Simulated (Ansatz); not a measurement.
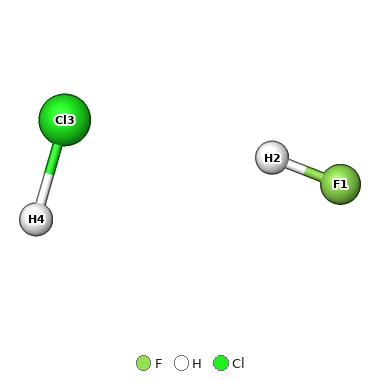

The system is the pair FH···ClH; the picture shows the reference structure. The turn is about an axis along (−0.01, 1.00, 0.08) in the frame of the relaxed pair, normal to the line between the partners. Coordinates scanned: (1) distance Cl3···H2; (2) turn of F1, H2 about Cl3. The grid has 15 × 15 points. All energies are given in kJ/mol relative to the lowest grid point. The calculation used RHF/def2-TZVPD (Ansatz 0.2.0).

Its coordinates:

```yaml
atoms:
  - { symbol: F, position_ang: [0.1821, 0.1538, -1.9867] }
  - { symbol: H, position_ang: [-0.1498, 0.0875, -1.1498] }
  - { symbol: Cl, position_ang: [-0.6244, -0.1104, 1.3901] }
  - { symbol: H, position_ang: [0.5920, -0.1310, 1.7465] }
```

Range: distance Cl3···H2 from 2.177 to 4.777 Å; turn of F1, H2 about Cl3 from −60.0 to 60.0°.

**What will the energy surface look like?**

The lowest grid point is at distance Cl3···H2 = 2.627 Å, turn of F1, H2 about Cl3 = 0.0°. It is the only kind of minimum in the scanned range. The highest grid point, distance Cl3···H2 = 2.177 Å, turn of F1, H2 about Cl3 = −60.0°, lies 52.7 kJ/mol above the lowest. Round the minimum the two coordinates are weakly coupled (coupling −0.06 in units of the two stiffnesses).

| turn of F1, H2 about Cl3 ↓, distance Cl3···H2 → | 2.177 | 2.241 | 2.347 | 2.478 | 2.627 | 2.792 | 2.971 | 3.162 | 3.365 | 3.577 | 3.800 | 4.032 | 4.272 | 4.521 | 4.777 |
| --- | --- | --- | --- | --- | --- | --- | --- | --- | --- | --- | --- | --- | --- | --- | --- |
| 60.0 | 21.0 | 18.2 | 14.6 | 11.8 | 9.7 | 8.3 | 7.5 | 7.0 | 6.8 | 6.6 | 6.6 | 6.5 | 6.5 | 6.6 | 6.6 |
| 51.4 | 18.5 | 15.8 | 12.5 | 9.9 | 8.1 | 7.0 | 6.5 | 6.2 | 6.1 | 6.1 | 6.1 | 6.2 | 6.3 | 6.4 | 6.4 |
| 42.9 | 15.5 | 13.0 | 10.1 | 7.8 | 6.3 | 5.5 | 5.2 | 5.2 | 5.3 | 5.5 | 5.7 | 5.8 | 6.0 | 6.1 | 6.2 |
| 34.3 | 12.5 | 10.1 | 7.5 | 5.5 | 4.4 | 4.0 | 4.0 | 4.2 | 4.5 | 4.9 | 5.2 | 5.5 | 5.7 | 5.9 | 6.1 |
| 25.7 | 9.6 | 7.4 | 5.1 | 3.5 | 2.7 | 2.6 | 2.8 | 3.3 | 3.8 | 4.3 | 4.7 | 5.1 | 5.4 | 5.7 | 5.9 |
| 17.1 | 7.2 | 5.2 | 3.1 | 1.8 | 1.3 | 1.4 | 1.9 | 2.5 | 3.2 | 3.9 | 4.4 | 4.9 | 5.3 | 5.6 | 5.8 |
| 8.6 | 5.6 | 3.7 | 1.8 | 0.6 | 0.3 | 0.6 | 1.3 | 2.1 | 2.9 | 3.6 | 4.2 | 4.8 | 5.2 | 5.5 | 5.8 |
| 0.0 | 4.9 | 3.1 | 1.2 | 0.2 | 0.0 | 0.4 | 1.1 | 2.0 | 2.8 | 3.6 | 4.2 | 4.8 | 5.2 | 5.6 | 5.9 |
| −8.6 | 5.3 | 3.5 | 1.6 | 0.6 | 0.4 | 0.7 | 1.4 | 2.3 | 3.1 | 3.9 | 4.5 | 5.0 | 5.4 | 5.8 | 6.0 |
| −17.1 | 6.9 | 5.0 | 3.0 | 1.9 | 1.5 | 1.7 | 2.3 | 3.0 | 3.8 | 4.4 | 5.0 | 5.4 | 5.8 | 6.1 | 6.3 |
| −25.7 | 10.0 | 7.9 | 5.6 | 4.1 | 3.5 | 3.4 | 3.8 | 4.3 | 4.8 | 5.3 | 5.8 | 6.1 | 6.4 | 6.6 | 6.7 |
| −34.3 | 14.9 | 12.4 | 9.6 | 7.5 | 6.4 | 5.9 | 5.9 | 6.1 | 6.3 | 6.6 | 6.8 | 7.0 | 7.1 | 7.2 | 7.3 |
| −42.9 | 22.5 | 19.3 | 15.4 | 12.5 | 10.5 | 9.3 | 8.7 | 8.4 | 8.3 | 8.2 | 8.1 | 8.1 | 8.0 | 8.0 | 7.9 |
| −51.4 | 34.3 | 29.8 | 24.2 | 19.6 | 16.2 | 13.9 | 12.4 | 11.4 | 10.7 | 10.2 | 9.8 | 9.4 | 9.1 | 8.9 | 8.6 |
| −60.0 | 52.7 | 45.9 | 37.2 | 29.7 | 24.1 | 20.0 | 17.1 | 15.1 | 13.6 | 12.5 | 11.6 | 10.9 | 10.3 | 9.8 | 9.4 |

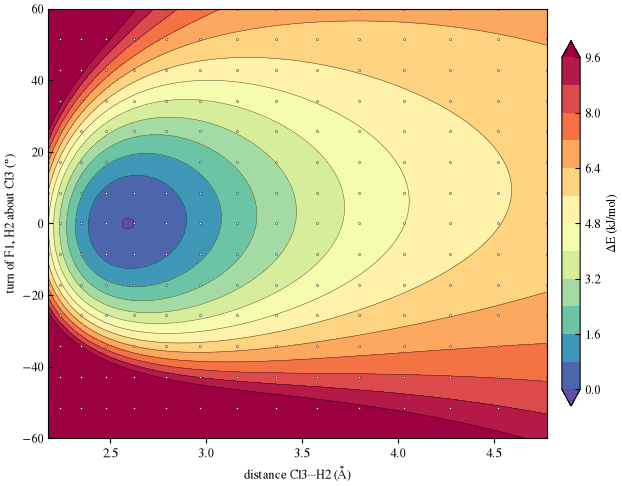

In the figure: filled contours, dots at the grid points, one colour for all values above the top of the scale. Between grid points the surface is interpolated.

Each point was launched as `ansatz run input.yaml --threads 1 --pin off --max-ram 2560MiB --backend cpu --events-out ev --progress --plain --runs-dir out`. The whole map (225 points run) took 5 min on 1 thread of Arm Neoverse N1, with other jobs on the host.
